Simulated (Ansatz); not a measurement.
Yb (fcc, Cu type), conventional cell a = 5.2015 Å, b = 5.2015 Å, c = 5.2015 Å, α = 90.00°, β = 90.00°, γ = 90.00°. The calculation uses the primitive cell of 1 atom, to which meshes and values per cell refer.

E(V) scan at fixed shape, V₀ the volume above. Symmetry pins the atoms to their sites.

Method: r2SCAN (plane waves to 500 eV, PAW, scalar-relativistic; Ansatz, a first-principles code). k mesh 15×15×15 (Γ-centred), Fermi-Dirac smearing 0.05 eV. Energies are smeared free energies. The relaxed volume of Yb is well below the measured one. Yb is run without spin polarisation. Yb was relaxed with its symmetry unable to fall. The filling of the f shell was not checked against other fillings, so treat energies with care. ΔE is measured from the relaxed starting cell.

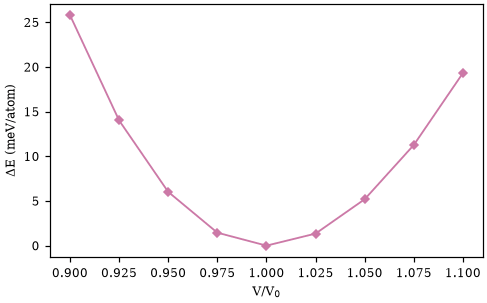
Figure. ΔE (meV/atom) against V/V₀; computed points joined by lines.

Task: What is ΔE at V/V₀ = 0.900?

Result: About 26 meV/atom.

Task: What bulk modulus B₀ follows from a third-order Birch-Murnaghan fit?

Result: About 20 GPa.

Task: What is ΔE at V/V₀ = 1.100?

Result: About 19 meV/atom.

(Under strain, the slope of the energy per volume gives the stress and its curvature an elastic modulus.)
